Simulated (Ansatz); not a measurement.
**One shape, several levels: triplet SF2**

Wanted: a comparison of 6 runs (UHF/STO-3G, U-wB97X/STO-3G, UBHLYP/STO-3G, UBLYP/STO-3G, UPBE/STO-3G, FCI/STO-3G) of triplet SF2. 

The calculation is run with Ansatz 0.2.0.

33 further runs of the same task are left out: 8 that didn't finish, 25 set aside as unsound or not needed.

## 1. The system as given

SF2 has 3 atoms, charge 0, and is taken as a triplet. SMILES of the parent species: `FSF`. The coordinates come from a GFN2-xTB relaxation. That shape belongs to the parent species and isn't relaxed for this state.

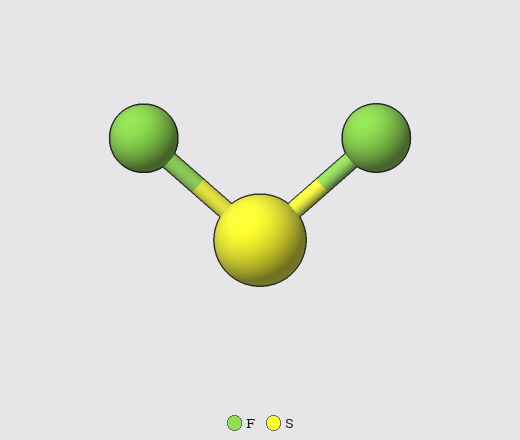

Viewed from a chosen angle; fluorine green, sulfur yellow.

## 2. The energy at UHF/STO-3G (run 1)

Contents of input.yaml:

```yaml
crystal:
  periodic: [false, false, false]
  atoms:
    - {symbol: F, position_ang: [0.454740, 1.131520, 0.375070]}
    - {symbol: S, position_ang: [-0.626960, 0.131720, -0.328340]}
    - {symbol: F, position_ang: [0.172220, -1.263230, -0.046730]}
basis:
  gaussian: {orbitals: STO-3G}
magnetization: {spin_polarized: true, initial_magnetization: 2}
hamiltonian: {xc: hf}
accuracy: high
```

The run is started by

```bash
ansatz run input.yaml --threads 1 --pin off --max-ram 2610MiB --events-out events.jsonl --progress --plain --runs-dir runs
```

Log:

```text
Warning: RAYON_NUM_THREADS=1 ignored (pool sized by the plan → 1); use --threads N
Functional definition: HF
  name "HF"
  exchange = exact_x
  correlation = 0
334 factors; integrals over basis functions are off by at most 3.5e-8 eV
mean field evaluation 1: about -16025.3628 eV, gradient 1.1e1 eV
mean field evaluation 2: about -16025.5539 eV, gradient 1.1e1 eV
mean field evaluation 4: about -16027.0336 eV, gradient 1.7e0 eV
mean field evaluation 8: about -16027.1527 eV, gradient 3.0e-2 eV
mean field evaluation 16: about -16027.2332 eV, gradient 1.7e0 eV
mean field evaluation 32: about -16026.4339 eV, gradient 4.0e0 eV
mean field evaluation 64: about -16024.4588 eV, gradient 2.2e0 eV
mean field -16027.31973082 eV, -588.9931364003 hartree, gradient 3.0e-8 eV, S^2 2.031399; 4 other end points of the search recorded, 0 dependent functions left out
reference -16027.31973082 eV, -588.9931364003 hartree; 18, 16 occupied and 1, 3 virtual orbitals, 334 factors
Total energy: -16027.31973082 eV, -588.9931364003 hartree
```

It took 0.3 s on 1 thread of Arm Neoverse V1, shared host.

## 3. The energy at U-wB97X/STO-3G (run 2)

Contents of job.yaml:

```yaml
crystal:
  periodic: [false, false, false]
  atoms:
    - symbol: F
      position_ang: [0.454740, 1.131520, 0.375070]
    - symbol: S
      position_ang: [-0.626960, 0.131720, -0.328340]
    - symbol: F
      position_ang: [0.172220, -1.263230, -0.046730]
basis:
  gaussian:
    orbitals: STO-3G
total_charge: 0
accuracy: high
magnetization:
  spin_polarized: true
  initial_magnetization: 2
hamiltonian:
  xc: {name: wB97X}
```

The run is started by

```bash
ansatz run job.yaml --threads 1 --pin off --max-ram 2610MiB --events-out events.jsonl --progress --plain --runs-dir runs
```

Log (excerpt; [...] marks lines left out):

```text
Warning: RAYON_NUM_THREADS=1 ignored (pool sized by the plan → 1); use --threads N
Functional definition: wB97X
  name "wB97X"
[...]
      + exact_x_lr(omega)
[...]
      + integral(e_c_pw_opposite_spin*poly(b97_u_opposite, 1, cos1, cos2, cos3, cos4))
334 factors; integrals over basis functions are off by at most 3.5e-8 eV
115 factors; integrals over basis functions are off by at most 9.6e-10 eV
[...]
mean field -16062.90797123 eV, -590.3009801126 hartree, gradient 9.2e-8 eV, S^2 2.010610; 2 other end points of the search recorded, 0 dependent functions left out
reference -16062.90797057 eV, -590.3009800883 hartree; 18, 16 occupied and 1, 3 virtual orbitals, 334 factors
Total energy: -16062.90797057 eV, -590.3009800883 hartree
```

Run time: 23 s. Hardware: 1 thread of Arm Neoverse V1, shared host; peak memory 0.34 GiB.

Runs 3 to 5 aren't shown in full; the table further down has their settings and results.

## 4. The energy at FCI/STO-3G (run 6)

Contents of in.yaml:

```yaml
crystal:
  periodic: [false, false, false]
  atoms:
    - {symbol: F, position_ang: [0.454740, 1.131520, 0.375070]}
    - {symbol: S, position_ang: [-0.626960, 0.131720, -0.328340]}
    - {symbol: F, position_ang: [0.172220, -1.263230, -0.046730]}
basis:
  gaussian: {orbitals: STO-3G}
accuracy: high
magnetization: {spin_polarized: true, initial_magnetization: 2}
correlation: {method: fci, frozen_orbitals: {F: 1, S: 5}}
```

The run is started by

```bash
ansatz run in.yaml --threads 1 --pin off --max-ram 2610MiB --events-out events.jsonl --progress --plain --runs-dir runs
```

Log (excerpt; [...] marks lines left out):

```text
Warning: RAYON_NUM_THREADS=1 ignored (pool sized by the plan → 1); use --threads N
Functional definition: HF
  name "HF"
[...]
334 factors; integrals over basis functions are off by at most 3.5e-8 eV
[...]
mean field -16027.31973082 eV, -588.9931364003 hartree, gradient 3.0e-8 eV, S^2 2.031399; 6 other end points of the search recorded, 0 dependent functions left out
determinant -16027.31973082 eV, -588.9931364003 hartree, with singles and doubles -16029.38908792 eV, -589.0691838707 hartree
determinant -16027.31759516 eV, -588.9930579163 hartree, with singles and doubles -16029.38754271 eV, -589.0691270854 hartree
determinant -16025.59743411 eV, -588.9298431636 hartree, with singles and doubles -16026.84428038 eV, -588.9756639187 hartree
determinant -16027.31973082 eV, -588.9931364003 hartree, with singles and doubles -16029.43749245 eV, -589.0709627046 hartree
determinant -16027.31759516 eV, -588.9930579163 hartree, with singles and doubles -16029.43640433 eV, -589.0709227169 hartree
7 core orbitals not correlated: weight in the atoms' cores, before any rotation towards them, 1.000 or more for the frozen orbitals, at most 0.000 for the correlated occupied ones
reference -16027.18488635 eV, -588.9881809571 hartree; 11, 9 occupied and 1, 3 virtual orbitals, 334 factors
state -16029.76122397 eV, -589.0828596185 hartree
Total energy: -16029.76122397 eV, -589.0828596185 hartree
```

Wall time 0.81 s (1 thread of Arm Neoverse V1, shared host).

## 5. The series

```csv
run,level,frozen core orbitals,energy (Eh),⟨S²⟩,wall time
1,UHF/STO-3G,–,-588.993136,2.031,0.3 s
2,U-wB97X/STO-3G,–,-590.300980,2.011,23 s
3,UBHLYP/STO-3G,–,-590.273652,2.012,3.6 s
4,UBLYP/STO-3G,–,-590.243442,2.002,5.1 s
5,UPBE/STO-3G,–,-589.970002,2.002,5.1 s
6,FCI/STO-3G,7,-589.082860,–,0.81 s
```

## 6. What came out

```
                                          quantity          value
                               run 6: total energy  -589.08286 Eh
run 6: correlation energy (7 core orbitals frozen)      -94.7 mEh
```

Against full CI in this basis: UHF +89.7 mEh. Totals of different functionals can't be ranked against each other. In runs 1, 2, 3, 4, 5, 6 the basis is minimal, so the values are rough. All runs together took 38 s, the longest 23 s.
